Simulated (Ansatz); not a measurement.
A computed series for KFe2As2: pressure series

Take KFe2As2 (space group I4/mmm, No. 139; ferromagnetic; a cell from a computed database, its experimental status unchecked) as the base.

Space group I4/mmm (No. 139); a = 3.6819 Å, b = 3.6819 Å, c = 13.8630 Å, α = 90.00°, β = 90.00°, γ = 90.00°

```csv
atom,site,symmetry,x,y,z
K,2a,4/mmm,0.0000,0.0000,0.0000
Fe,4d,-4m2,0.0000,0.5000,0.2500
As,4e,4mm,0.0000,0.0000,0.3502
```
(The calculation used a cell of 5 atoms; values per cell refer to that cell.)

Cell and atoms are relaxed at each pressure.

The values are results of PBEsol (Ansatz, a quantum-chemistry and plane-wave program, PAW, no spin-orbit coupling), not measurements.

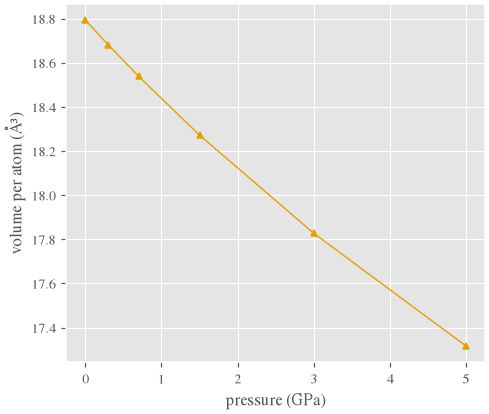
*Volume per atom against pressure*

**Question.** From the plot, what is the volume per atom for pressure 1.5 GPa?

**Answer.** About 18.3 Å³.

**Question.** Is the trend monotonic over the range shown?

**Answer.** Yes, it falls throughout, spanning 17.32 Å³ to 18.79 Å³.

Other magnetic orders, which the real material may have, were not ruled out. Load acts through the strain it causes; cell and atoms are relaxed under it. Whether these cells are dynamically stable was not tested. No other phases were tried under pressure.
